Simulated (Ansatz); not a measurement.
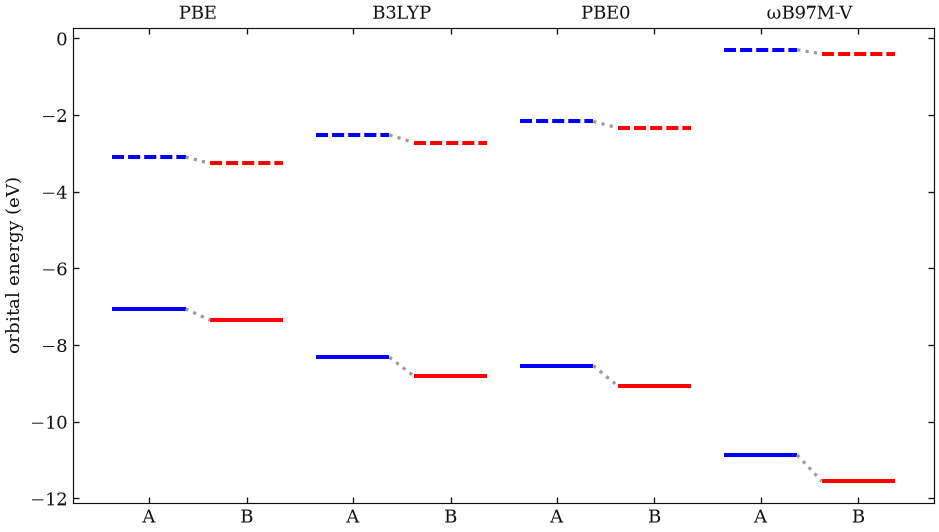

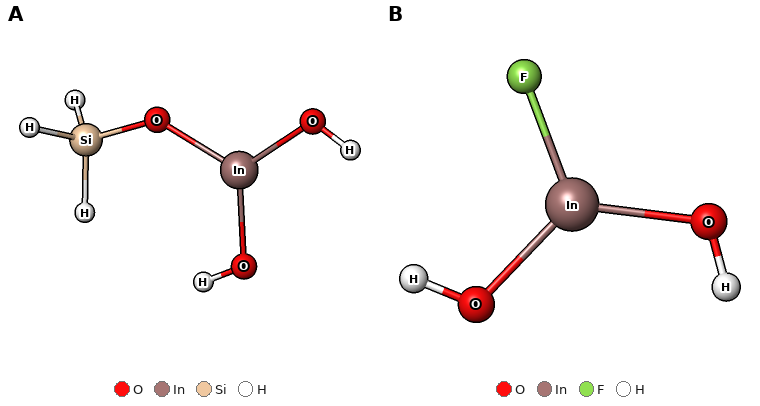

One change: A, InSiH₅O₃ (SMILES [OH][In]([OH])[O][SiH3]), becomes B, InH₂O₂F (SMILES [OH][In]([OH])[F]). SiH₃O (bound through O) on In is replaced by F. HOMO (solid) and LUMO (dashed) computed in def2-TZVPP at PBE0-D4/def2-TZVP geometries, both minima by their frequencies, gas phase, the Ansatz code 0.2.0.

What does the change do to HOMO and LUMO?

Answer. PBE: the HOMO falls by 0.30 eV, the LUMO falls by 0.16 eV, and the separation goes from 3.96 to 4.09 eV. B3LYP: the HOMO falls by 0.49 eV, the LUMO falls by 0.20 eV, and the separation goes from 5.80 to 6.09 eV. PBE0: the HOMO falls by 0.53 eV, the LUMO falls by 0.17 eV, and the separation goes from 6.37 to 6.73 eV. ωB97M-V: the HOMO falls by 0.68 eV, the LUMO falls by 0.11 eV, and the separation goes from 10.57 to 11.15 eV.

Do the functionals agree on the effect?

Answer. They agree on the direction for both levels; the HOMO shift lies between −0.68 and −0.30 eV and the LUMO shift between −0.20 and −0.11 eV, while the separations themselves differ by up to 7.1 eV between functionals.

Note: core potentials past krypton; spin-orbit coupling is left out, and with In it can shift these values; one conformer of each flexible molecule.
